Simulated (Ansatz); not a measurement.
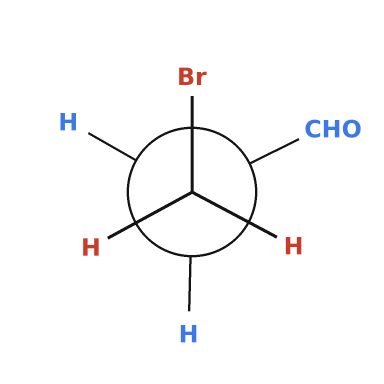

A Newman projection along the C–C bond, carbon in front; angles are drawn as computed, but eclipsed bonds slightly apart. Computed geometry: PBE0-D4/def2-TZVP optimisation. No frequency run is at hand to confirm it as a minimum.

Q: Which molecule is it?

A: C3H5BrO, O=CCCBr

Q: What is the torsion angle from the front Br to the back CHO? The sign is positive where the front bond must turn clockwise to cover the back bond.

A: 64°, synclinal (gauche). The conformation about this bond is staggered.
